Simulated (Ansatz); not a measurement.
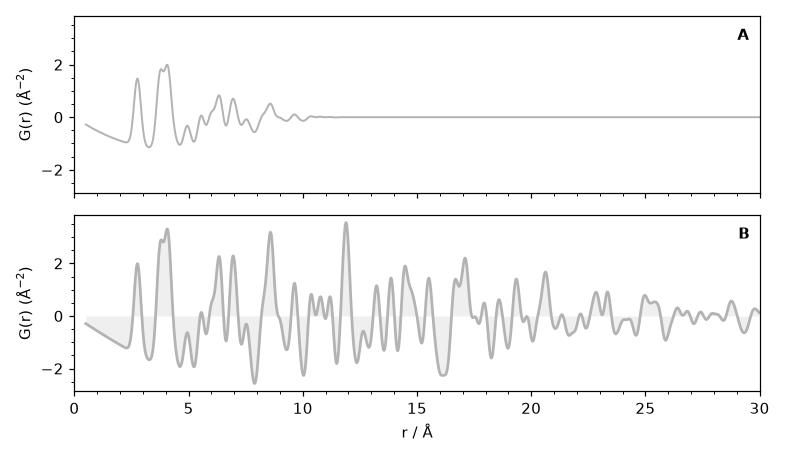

Simulated X-ray pair distribution function, G(r) = R(r)/r − 4πρ₀r, summed over the atomic distances of the structure with each pair weighted by the product of the atomic numbers (X-ray weights at Q = 0); every distance is a Gaussian of σ = 0.15 Å, for spherical particles of YAuS2 with the bulk structure: the bulk G(r) is multiplied by the envelope of a sphere of diameter D, 1 − 3r/2D + r³/2D³, with no surface relaxation. The number density is 0.0472 atoms per Å³. Basis of the simulation: coordinates from a relaxation with DFT PBE, scalar-relativistic, plane waves, PAW in Ansatz; the starting structure was generated, so it need not be a known form of this composition.

The diameters are 12 and 40 Å. Which curve belongs to which?

curve A: 12 Å; curve B: 40 Å. The smaller the particle, the sooner the oscillations die out.
